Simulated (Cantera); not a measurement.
A closed system holds: 1 mol SiCl4, 0.36 mol N2, 18 mol H2, held at 0.000830 bar.

These are equilibrium values from Cantera (NASA tables, ideal gas, pure condensed phases), not measurements of a reactor. Candidate condensed phases: NH4Cl, Si, Si3N4; 28 gas species. N2 is the only nitrogen source here; it is nearly inert below about 1500 K, so the nitride shown seldom forms there in practice. The tables' values for SiCl, SiCl3, SiN are old estimates; treat these amounts as uncertain. Gases not in the tables: Si2H6 and higher silanes. Rates play no part.

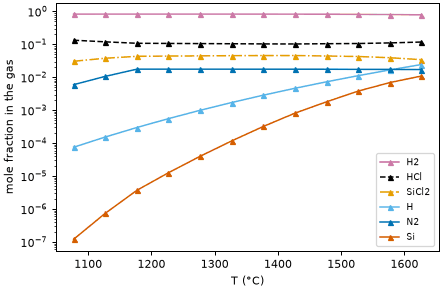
*Equilibrium gas composition (values under 1e-9 drawn at 1e-9)*

Question: Read off the mole fractions at 1527 °C.

Answer: H2 about 0.82, HCl about 0.11, SiCl2 about 0.043, N2 about 0.017, H about 0.011, Si about 0.0038.
